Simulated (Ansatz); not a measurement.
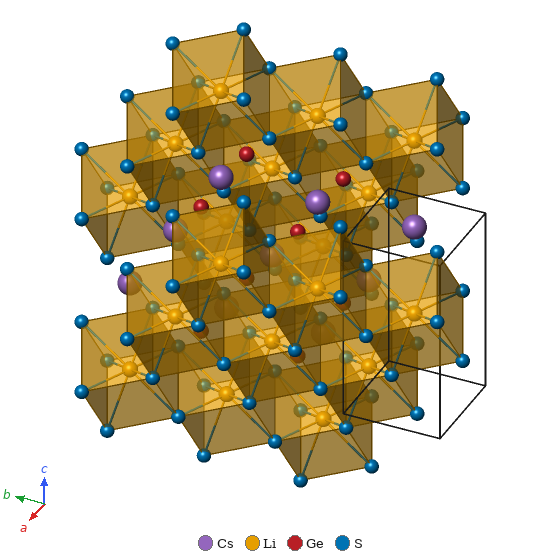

Polyhedra are drawn about Li (bonds: Li–S below 3.4 Å); other atoms are plain spheres.

The compound is CsLiGe₂S₄ (space group P4/mmm, No. 123), taken as the geometry relaxed with DFT PBE, scalar-relativistic, plane waves, PAW in Ansatz 0.2.0; the starting structure was generated, so it need not be a known form of this composition.

What figure surrounds each Li atom, and what does it share with the other drawn polyhedra?

Answer. Li: LiS8 cube, sharing edges with four neighbours.

How do these polyhedra hang together as a whole?

Answer. They form layers of edge-sharing cubes parallel to (001). Their corner atoms also have Cs and Ge as close neighbours (those links are not drawn).

How far apart are the centres of linked polyhedra?

Answer. Centre to centre across a shared edge: 4.72 Å.
